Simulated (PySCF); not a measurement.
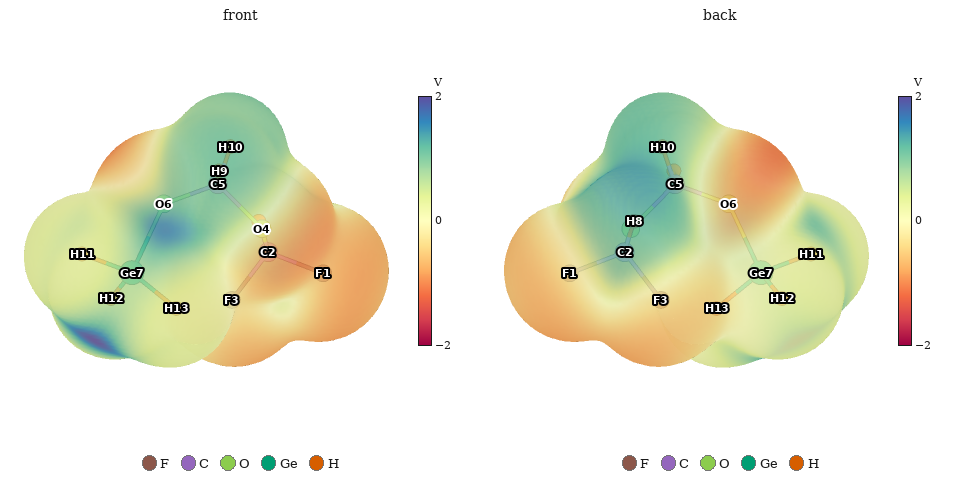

Figure 1: C$_{2}$H$_{6}$F$_{2}$GeO$_{2}$ (SMILES FC(F)OC[O][GeH3]). The molecular electrostatic potential painted on the density surface at 0.002 e/bohr³, seen from the front and from behind; the colour scale runs from red (negative) to blue (positive).

Geometry: GFN2-xTB.

All numbers below come from wB97X-D/def2-SVPD, SCF density, gas phase (PySCF).

```yaml
atoms:
  - { symbol: F, position_ang: [2.7682, -0.3963, -1.0785] }
  - { symbol: C, position_ang: [1.6244, 0.1124, -0.6041] }
  - { symbol: F, position_ang: [0.8682, 0.3912, -1.7112] }
  - { symbol: O, position_ang: [1.0230, -0.7976, 0.1833] }
  - { symbol: C, position_ang: [0.1625, -0.2361, 1.1640] }
  - { symbol: O, position_ang: [-0.8043, 0.5576, 0.6182] }
  - { symbol: Ge, position_ang: [-1.8077, 0.0690, -0.7949] }
  - { symbol: H, position_ang: [1.8355, 1.0773, -0.1087] }
  - { symbol: H, position_ang: [-0.2356, -1.1097, 1.6913] }
  - { symbol: H, position_ang: [0.7536, 0.3810, 1.8603] }
  - { symbol: H, position_ang: [-3.1736, -0.1429, -0.2069] }
  - { symbol: H, position_ang: [-1.7410, 1.2801, -1.6570] }
  - { symbol: H, position_ang: [-1.2776, -1.1857, -1.4021] }
```

### Which sites attract a positive test charge, and which a negative one?

A positive charge is drawn to the negative regions and a negative charge to the positive ones. The most negative region (about −1.1 V) lies over O6, the most positive (about +1.9 V) over Ge7. O6 is the likeliest acceptor of a hydrogen bond.

### How polar is the molecule by this calculation?

Its dipole moment is 1.72 D.
